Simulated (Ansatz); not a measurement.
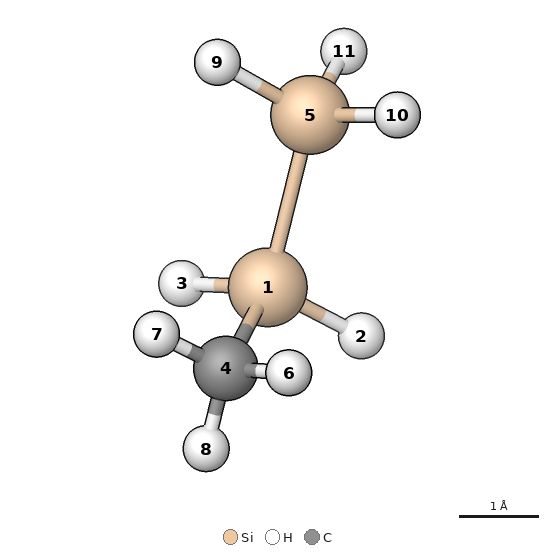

The atoms are numbered. Computed geometry: PBE0-D4/def2-TZVP optimisation. No frequency run is at hand to confirm it as a minimum.

### How are the neighbours of atom 1 arranged?

Si1 has 4 neighbours (H2 at 1.49, H3 at 1.49, C4 at 1.88, Si5 at 2.34 Å); the arrangement is tetrahedral.

### Describe the coordination of atom 5.

Si5 has 4 neighbours (Si1 at 2.34, H9 at 1.49, H10 at 1.49, H11 at 1.49 Å); the arrangement is tetrahedral.

### Describe the coordination of atom 4.

C4 has 4 neighbours (Si1 at 1.88, H6 at 1.09, H7 at 1.09, H8 at 1.09 Å); the arrangement is tetrahedral.
